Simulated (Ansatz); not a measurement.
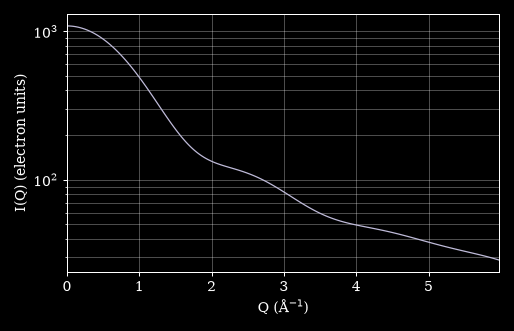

Elastic X-ray scattering of a randomly oriented, rigid molecule, calculated with the Debye equation from neutral-atom form factors (independent atoms, no Compton part, no vibration). The geometry is the end point of an optimisation (UKS PBE-D4/def2-SVP in Ansatz 0.2.0); it may be a saddle point or a higher isomer. It contains F, C, H.

How many electrons does the independent-atom model of the molecule hold?

Answer. I(0) is the square of the electron number: I(0) = 1090, so about 33 electrons, the count of C2H3F2.

What radius of gyration does the initial fall-off give?

Answer. From I(Q) ≈ I(0) exp(−Q²R²/3) at small Q, R ≈ 1.57 Å. It is larger than the electron-weighted radius of the nuclear positions alone (1.41 Å), because each atom's electron cloud adds to it.
